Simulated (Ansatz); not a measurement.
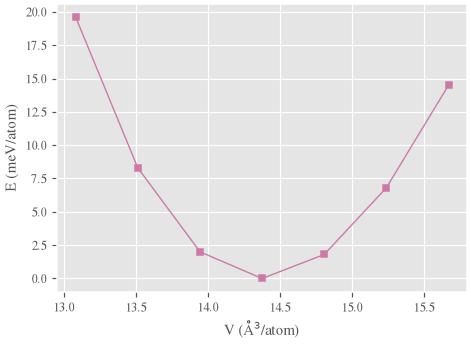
Figure: Li2S (anti-fluorite, Fm-3m) under volume change, LDA (plane waves, PAW; program Ansatz), scaled uniformly.

Q: What does a third-order Birch–Murnaghan fit give for V₀, B₀ and B′?

A: V₀ = 14.38 Å³/atom, B₀ = 46.1 GPa, B′ = 3.9.

The cell was relaxed with LDA under the symmetry of its start.

Potentials: the later of the program's two PAW sets.
